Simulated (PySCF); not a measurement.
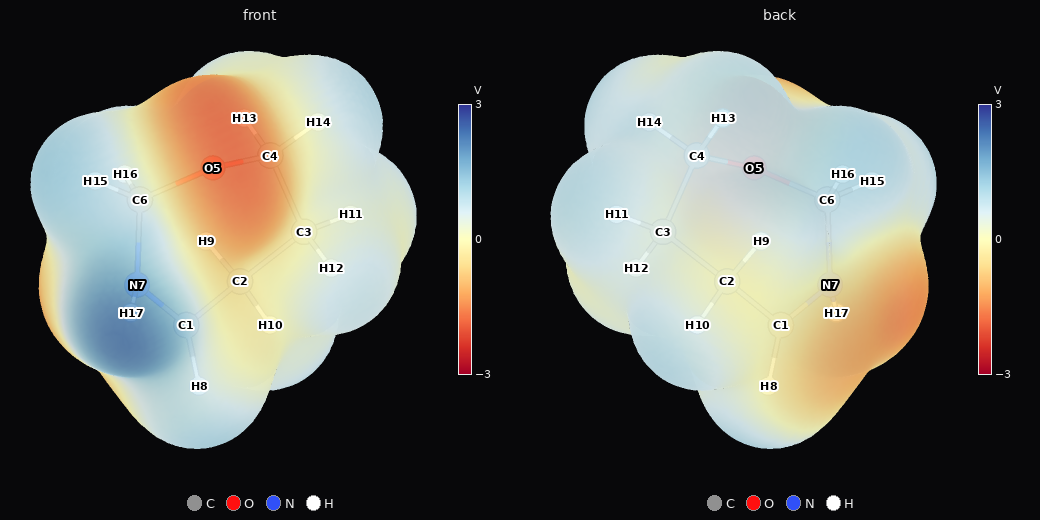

*C5H10NO (SMILES [CH]1CCCOCN1) (doublet). The electrostatic potential painted on the density surface at 0.004 e/bohr³, seen from the front and from behind; red is negative and blue positive.*

Geometry: GFN2-xTB.

All numbers below come from PySCF, UKS B3LYP, pcH-1 on C H N O, non-relativistic, mean-field spin-orbit, GIAO.

```xyz
17

C    -1.0756   -1.2320    0.1146
C     0.2929   -1.3073   -0.4529
C     1.3237   -0.4706    0.3413
C     1.1923    1.0311    0.0818
O    -0.0340    1.5983    0.4928
C    -1.1558    1.1932   -0.2593
N    -1.7741   -0.0268    0.1730
H    -1.4133   -1.9934    0.7950
H     0.3083   -0.9640   -1.4938
H     0.6096   -2.3511   -0.4460
H     2.3333   -0.7694    0.0517
H     1.1999   -0.6647    1.4085
H     1.3434    1.2288   -0.9916
H     1.9536    1.5748    0.6477
H    -1.8889    1.9994   -0.1563
H    -0.8776    1.0894   -1.3186
H    -2.3446    0.0761    1.0020
```

Describe the electrostatic potential map.

The most negative region (about −1.7 V) lies over O5, the most positive (about +2.2 V) over H17. O5 is the likeliest acceptor of a hydrogen bond.
